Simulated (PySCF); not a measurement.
Al(OH)(OMe)(NH2), CH₆AlNO₂, SMILES C[O][Al]([NH2])[OH] at its CAM-B3LYP/def2-SVP optimised geometry (Å):

```
11

Al    -0.8739    -0.0377     0.0000
O     -1.6964    -1.5177    -0.0019
H     -1.2794    -2.3810    -0.0002
O      0.8135    -0.0377     0.0000
C      1.9357     0.7753    -0.0003
H      2.0364     1.3487     0.9405
H      2.8511     0.1682    -0.1102
H      1.9277     1.5063    -0.8309
N     -1.8374     1.4346     0.0000
H     -2.8511     1.4448    -0.0042
H     -1.4762     2.3810     0.0019
```

Method: CAM-B3LYP/def2-TZVP run with PySCF 2.14.0.

Map of the log10 of the electron density (e/bohr³), floored at −4 on the plane z = 0.6 Å:

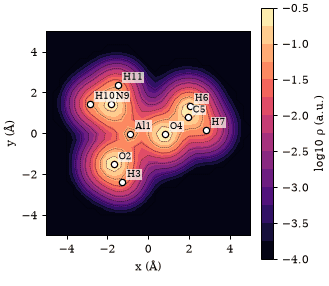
Figure: Log10 of the electron density (e/bohr³), floored at −4 on the plane z = 0.6 Å.
